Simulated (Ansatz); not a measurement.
**Computed scan of one atom of the cell: Zn (hcp, Mg type)**

Zn (hcp, Mg type)

```yaml
crystal:
  lattice:
    - [2.64679, 0.00000, 0.00000]
    - [-1.32339, 2.29218, 0.00000]
    - [0.00000, 0.00000, 4.67938]
  atoms:
    - { symbol: Zn, position: [0.33333, 0.66667, 0.75000] }
    - { symbol: Zn, position: [0.66667, 0.33333, 0.25000] }
```

Scan: atom 1 (Zn, nearest neighbour Zn at 2.647 Å; its periodic images, 2.6 Å or more away, move with it) is displaced along Cartesian x, direction (1.000, 0.000, 0.000) in Cartesian axes, by s. The other atoms stay.

Level of theory: r2SCAN (plane waves to 500 eV, PAW, scalar-relativistic; Ansatz, an electronic-structure program). k mesh 16×16×8 (Γ-centred), Fermi-Dirac smearing 0.05 eV. The energy includes the smearing's −TS. With partly filled bands, energies and forces of such displacements shift with the k mesh and the smearing. On this mesh the relaxed cell isn't quite at rest: it carries a pressure of 0.2 GPa (compression positive) at the zero of the scan. Zn was relaxed with its symmetry unable to fall. ΔE is measured from the undisplaced structure.

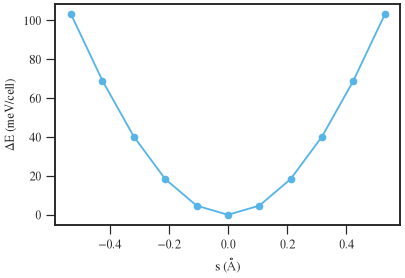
Figure: ΔE (meV/cell) against s (Å); computed points joined by lines.

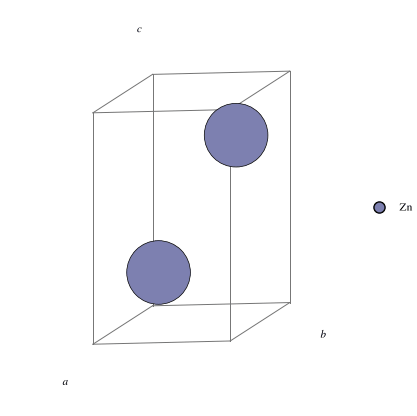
Figure. The cell of the calculation at s = -0.530 Å.

The force constant k = d²E/ds² at s = 0 (finite differences) is 0.84 eV/Å². The force along the line at s = -0.530 Å is 0.341 eV/Å and the energy at s = 0.530 Å is 103 meV/cell. Shape of the curve: a single well with its minimum at or next to zero displacement. Symmetry of the curve: even: the same for both signs.

The forces along the line at the two nearest points give (0.088 − (-0.088)) / (2·0.106) = 0.83 eV/Å²; the next pair corrects for the finite step.

(A displaced cell: forces are minus the slopes of the energy, force constants its curvatures, and phonons follow from these.)
